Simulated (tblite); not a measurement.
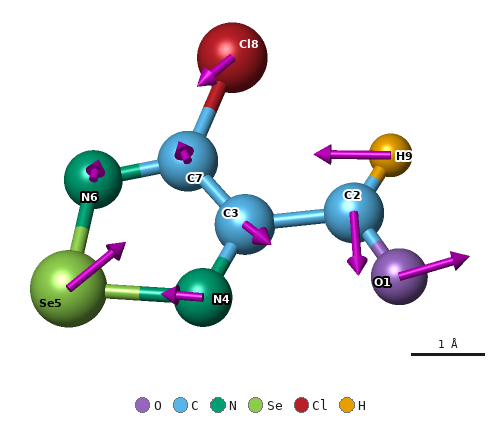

A relaxation of C3HClN2OSe. The starting structure is drawn; purple arrows show the displacements, magnified 10 times. The two geometries are superimposed by the best rigid fit.

A ball-and-stick model, seen at a tilt.

Level of theory: GFN2-xTB geometry optimisation, gas phase (tblite). 

Question: Describe the change and its energy.

Answer: The atom that moves furthest after the best rigid fit is H9 (0.11 Å). By element the largest moves are H 0.11 Å, Se 0.11 Å, O 0.10 Å, C 0.10 Å, Cl 0.07 Å, N 0.06 Å. Among the contacts that change: N4–Se5 1.874 → 1.745 Å, C7–Cl8 1.786 → 1.695 Å, C3–C7 1.343 → 1.434 Å, O1–C2 1.253 → 1.198 Å. Bond angles that change, for instance: C3–C2–H9 122.3° → 112.2°, O1–C2–C3 116.4° → 125.6°, N4–C3–C7 117.8° → 113.2°. Over 24 geometry steps the energy falls by 15.1 kcal/mol.
